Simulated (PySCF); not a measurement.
Si(OH)2(OSiH3)2, SMILES O[Si](O)(O[SiH3])O[SiH3], GFN2-xTB optimised geometry. Atoms within 1.6 Å of the plane z = 0.0 Å (x, y, z in Å): O1 (2.33, -0.81, -0.47), Si2 (1.14, 0.26, -0.71), O3 (1.59, 1.68, -0.08), O4 (-0.21, -0.29, 0.00), Si5 (-1.83, -0.29, 0.00), H8 (2.24, -1.69, -0.82), H9 (2.06, 1.69, 0.75), H10 (-2.30, -1.01, -1.18), H11 (-2.33, 1.09, 0.00), H12 (-2.13, -1.00, 1.24).

Method: B3LYP/def2-TZVP (PySCF 2.14.0). Cells within 0.4 Å of a nucleus heavier than hydrogen are left out (blank, or x).

Map of the LUMO amplitude (bohr^(-3/2)) on the plane z = 0.0 Å; orbital energy -0.46 eV, overall sign arbitrary:

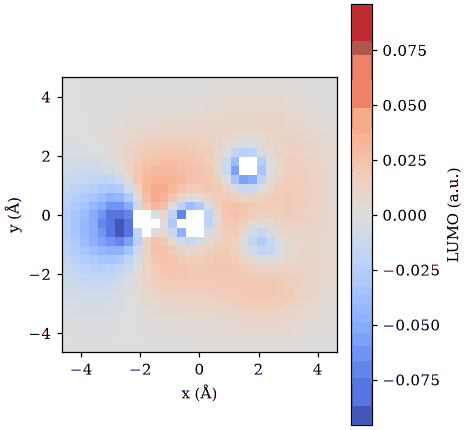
LUMO amplitude (bohr^(-3/2)) on the plane z = 0.0 Å.
